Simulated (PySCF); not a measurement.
**C6H13NSi: density, localisation and related maps**

Input

```
{"job": {"kind": "nmr", "xc": "PBE0", "basis": "pcSseg-1"}, "charge": 0, "multiplicity": 1}
C     -2.054075    -1.154795    -0.010567
C     -2.400869     0.313940     0.221023
Si    -0.837513     1.233581    -0.339890
N      0.119146    -0.191022    -0.286248
C      1.529644    -0.292735    -0.356715
C      2.369104     0.911129    -0.631134
C      2.405830     0.276422     0.728698
C     -0.570009    -1.331821     0.291487
H     -2.226018    -1.400823    -1.059822
H     -2.658671    -1.826538     0.601911
H     -2.592675     0.490918     1.279096
H     -3.303169     0.593530    -0.316553
H     -0.875378     1.766103    -1.705987
H     -0.491554     2.307588     0.606517
H      1.856369    -1.231905    -0.799672
H      3.227147     0.797410    -1.276207
H      1.870489     1.861695    -0.730379
H      3.291174    -0.265111     1.025699
H      1.915097     0.800869     1.533947
H     -0.182996    -2.256352    -0.152067
H     -0.399989    -1.385140     1.376392
```

Command:

```sh
OMP_NUM_THREADS=1 python probes_run.py task.json out
```

Geometry: GFN2-xTB.

Theory: PBE0/pcSseg-1, SCF density, gas phase, non-relativistic in PySCF 2.14.0.

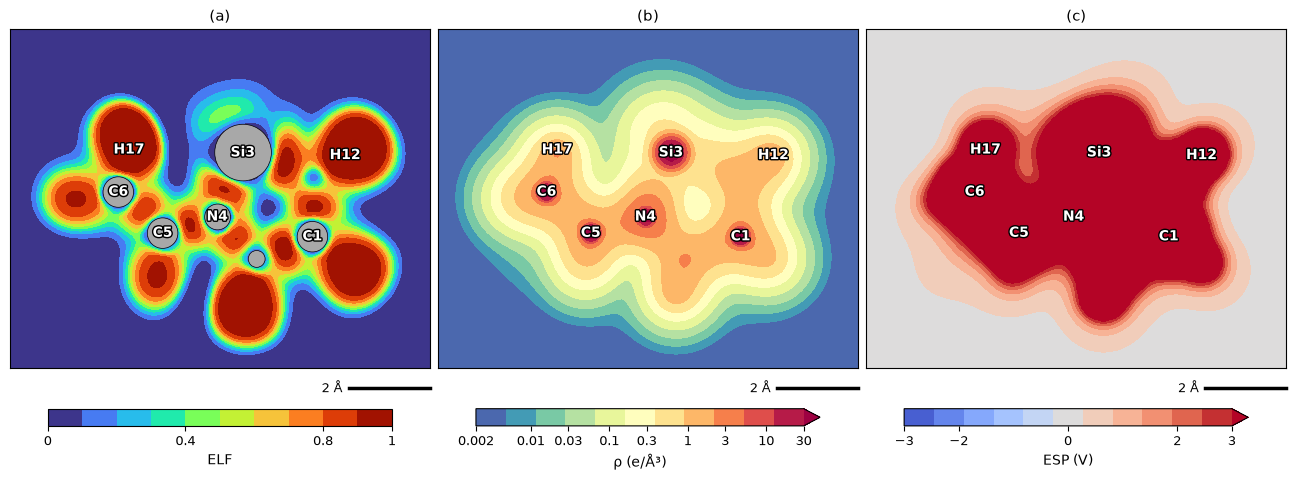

Figure 1. (a) electron localisation function; (b) total electron density; (c) electrostatic potential on the plane of atoms N4, C5 and C6. Grey discs cover the atomic cores in the ELF map.

**What do the fields say about this system?**

Atoms in the plane: C, Si, N and H. C–N (1.42 Å): ρ is about 2 e/Å³ halfway; the ELF peaks at about 0.95 between the atoms; localised, covalent bonding. C–C (1.49 Å): ρ at the midpoint is about 1.6 e/Å³; the ELF peaks at about 0.90 between the atoms (a covalent bond). Si–N (1.72 Å): ρ is about 1.1 e/Å³ halfway; the ELF peaks at about 0.90 between the atoms (a shared but strongly polarised pair). C–H (1.08 Å): the density is about 2 e/Å³ at the midpoint; the ELF climbs to about 1 towards the hydrogen, as it does in any bond to H (an ordinary covalent bond to hydrogen). The potential has no marked negative region in this plane.

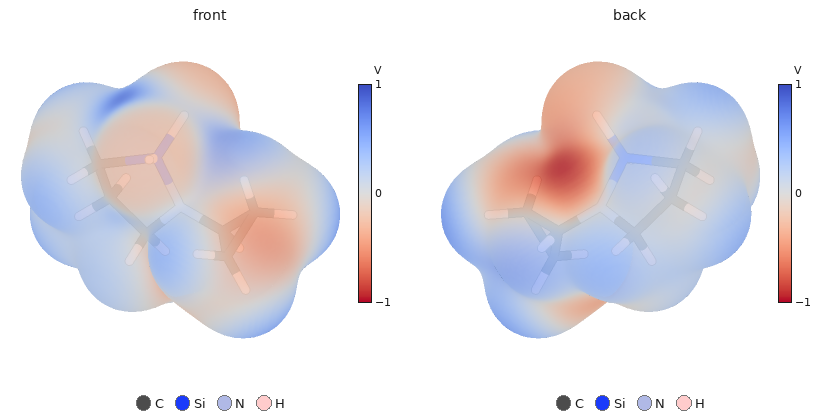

Figure 2. The electrostatic potential painted on the density surface at 0.001 e/bohr³, seen from the front and from behind; red is negative and blue positive.

**Which sites attract a positive test charge, and which a negative one?**

A positive charge is drawn to the negative regions and a negative charge to the positive ones. The most negative region (about −0.9 V, or −21 kcal/mol for a unit charge) lies over N4 and C5, the most positive (about +0.6 V, or +14 kcal/mol for a unit charge) over Si3 and H16.

**What dipole moment does the calculation give?**

Its dipole moment is 0.73 D.
